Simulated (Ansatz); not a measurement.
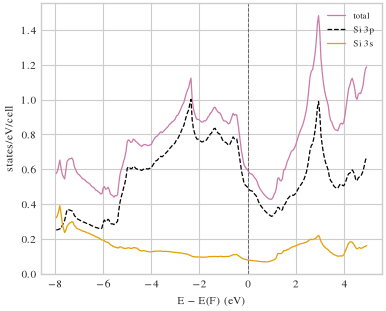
Figure: Total and projected density of states of Si in space group I4/mmm (No. 139; Si on 4e), the program Ansatz at the r²SCAN level (PAW)

**Question.** Which orbitals carry the states next to the Fermi level?

**Answer.** Within 0.5 eV of the Fermi level: Si 3p 84 %, Si 3s 13 %. Projections are on Löwdin-orthogonalised atomic valence shells; empty p or d shells of many metals are not among them.

**Question.** Where is the tallest occupied peak in this window, and what makes it?

**Answer.** Near -2.3 eV, about 1.1 states/eV per cell; the largest projected share is Si 3p.

The start of the workflow was typed in or built on a structure type; the Crystallography Open Database copy checked does not list it. It is not the phase usual at ambient conditions (space group No. 227). Symmetry was held in the r²SCAN relaxation; its stability against distortions is not shown here.

Potentials: the later of the program's two PAW sets.
